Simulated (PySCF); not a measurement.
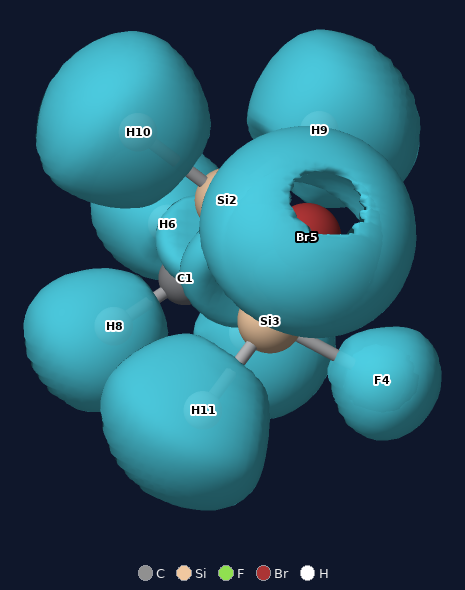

Figure 1: CH6BrFSi2. Isosurface of the ELF at 0.8 (cyan), seen at an oblique angle. Only the valence region is drawn (cores and ρ < 0.01 e/Å³ removed).

Geometry: GFN2-xTB.

All numbers below come from PBE0/def2-SVPD, SCF density, gas phase in PySCF.

```yaml
atoms:
  - { symbol: C, position_ang: [-1.7241, 0.0080, -0.5086] }
  - { symbol: Si, position_ang: [-0.3556, -0.1830, 0.7874] }
  - { symbol: Si, position_ang: [1.6919, 0.0700, -0.2503] }
  - { symbol: F, position_ang: [1.9134, 1.6154, -0.6537] }
  - { symbol: Br, position_ang: [3.3771, -0.3130, 1.1501] }
  - { symbol: H, position_ang: [-2.7033, -0.0720, -0.0464] }
  - { symbol: H, position_ang: [-1.6755, 0.9733, -1.0058] }
  - { symbol: H, position_ang: [-1.6611, -0.7605, -1.2749] }
  - { symbol: H, position_ang: [-0.5352, 0.8072, 1.8582] }
  - { symbol: H, position_ang: [-0.4215, -1.5241, 1.3827] }
  - { symbol: H, position_ang: [2.0993, -0.6187, -1.4647] }
```

Identify the bonds, lone pairs and shells in this picture.

The surface consists of one region between bonded Br–Si atoms (shared pairs), one region between bonded C–Si atoms (shared pairs), one region between bonded Si–Si atoms (shared pairs), six regions around hydrogen nuclei, one ring or bowl of non-bonding electrons around Br and one region wrapped around F (its lone pairs, merged into a ring or cap). Profiles from the grid: Si–F (1.61 Å): the ELF peaks at about 0.85 in the valence shell of F, 0.5 Å from its nucleus, and is about 0.45 at the midpoint. C–Si (1.89 Å): the ELF peaks at about 0.95 between the atoms, as expected for localised, covalent bonding.
